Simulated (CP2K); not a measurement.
Band structure of HgPt3 (Pm-3m, 4 atoms in the cell).

```xyz
4
Lattice="3.9830 0.0000 0.0000 0.0000 3.9830 0.0000 0.0000 0.0000 3.9830" Properties=species:S:1:pos:R:3 pbc="T T T"
Hg     0.0000     0.0000     0.0000
Pt     0.0000     1.9915     1.9915
Pt     1.9915     0.0000     1.9915
Pt     1.9915     1.9915     0.0000
```

Method: LDA (Pade form), GPW, DZVP-MOLOPT-SR-GTH basis, GTH-PADE potentials (GTH_POTENTIALS) run with CP2K.

Settings: CUTOFF = 500 Ry; REL_CUTOFF = 40 Ry; SMEAR/METHOD = FERMI_DIRAC; ELECTRONIC_TEMPERATURE = 1578.21 K; KPOINTS/SCHEME = MONKHORST-PACK 7 7 7; XC_FUNCTIONAL = PADE; Hg/BASIS_SET = DZVP-MOLOPT-SR-GTH; Hg/POTENTIAL = GTH-PADE-q12; Pt/BASIS_SET = DZVP-MOLOPT-SR-GTH; Pt/POTENTIAL = GTH-PADE-q18; METHOD = GPW; EPS_DEFAULT = 1e-10; EXTRAPOLATION = USE_GUESS; NGRIDS = 5.

The starting cell comes from a database of computed structures (which also holds hypothetical and non-ambient phases and stackings), without a prior relaxation at this level. Its lattice was rescaled by a random factor within 2.5 % of one. Spin-orbit coupling is off. Spin polarisation is off. Values carry the incompleteness of an atom-centred basis.

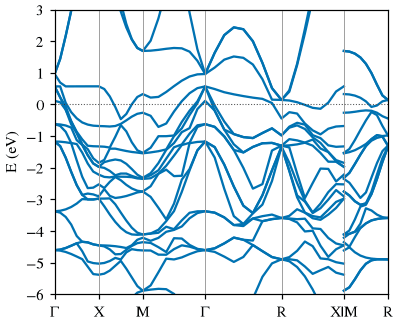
Fig. 1. Bands along the path, energies from the Fermi level.

Levels in eV from the Fermi level, bands 30 to 35:
```
point     30     31     32     33    34    35
-----  -----  -----  -----  -----  ----  ----
Γ       0.11   0.57   0.57   0.57  0.96  0.96
X      -1.97  -1.84  -1.32  -0.68  0.57  5.36
M      -2.32  -1.54  -1.53  -0.26  0.33  1.69
R      -1.30  -0.98  -0.98  -0.44  0.14  0.14
```

Bands cross the Fermi level along this path, so the cell is metallic at this level.

Higher empty bands are left out: an atom-centred basis made for the valence describes them poorly.
